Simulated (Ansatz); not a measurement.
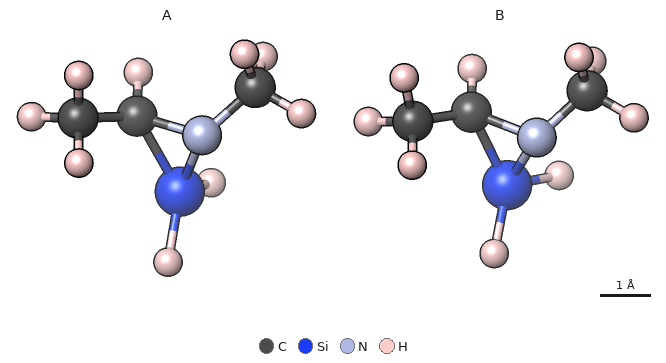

Two geometries of C3H9NSi, drawn at one scale. One is the start of a relaxation, the other its converged end. The picture is a ball-and-stick view, seen at a tilt.

Theory: RKS PBE0-D4/6-31G (Ansatz). (no spin polarisation; force threshold 0.015 eV/Å; at most 40 steps)

### Which one is relaxed?

Structure A is the relaxed one. The run prepares an end point of a later path (torsion) calculation, from a guessed geometry. The energy falls by 19.6 kcal/mol in 6 accepted moves (8 points after the start). Largest force component: 3.8 eV/Å at the start, 0.012 eV/Å at the end. The line search rejected the trial steps at points 4, 7 of the run. An H atom moves most after the best rigid fit: 0.45 Å. By element the largest moves are H 0.45 Å, Si 0.17 Å, C 0.15 Å, N 0.06 Å. Near-neighbour distances that change, for instance: C–C 1.421 → 1.506 Å, N–Si 1.736 → 1.805 Å, C–Si 1.846 → 1.911 Å, C–N 1.387 → 1.450 Å. Among the angles between lasting bonds that change: N–Si–H 102.8° → 118.7°, N–Si–H 107.8° → 116.6°, C–C–Si 118.0° → 125.5°.
